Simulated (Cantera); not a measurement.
Charge: 1 mol Pb, 0.077 mol CO, 0.67 mol N2, equilibrated at 1277 °C.

These are equilibrium values from Cantera (NASA tables, ideal gas, pure condensed phases), not measurements of a reactor. Candidate condensed phases: C, Pb, PbO, PbO2, Pb3O4; 27 gas species. Kinetics and transport are ignored.

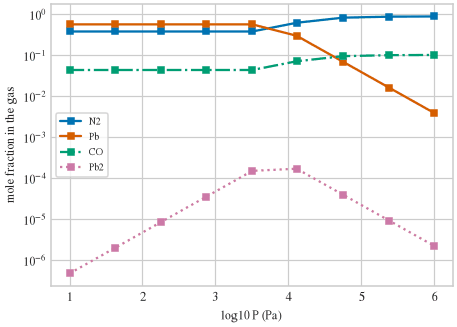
Figure. Equilibrium gas composition (values under 1e-9 drawn at 1e-9)

From 0.000100 bar to 0.0320 bar nothing is condensed. From 0.130 bar to 0.560 bar the condensed part is Pb(l). From 2.40 bar to 10.0 bar the condensed part is C(graphite) + Pb(l). The main Pb-bearing gas is Pb throughout.
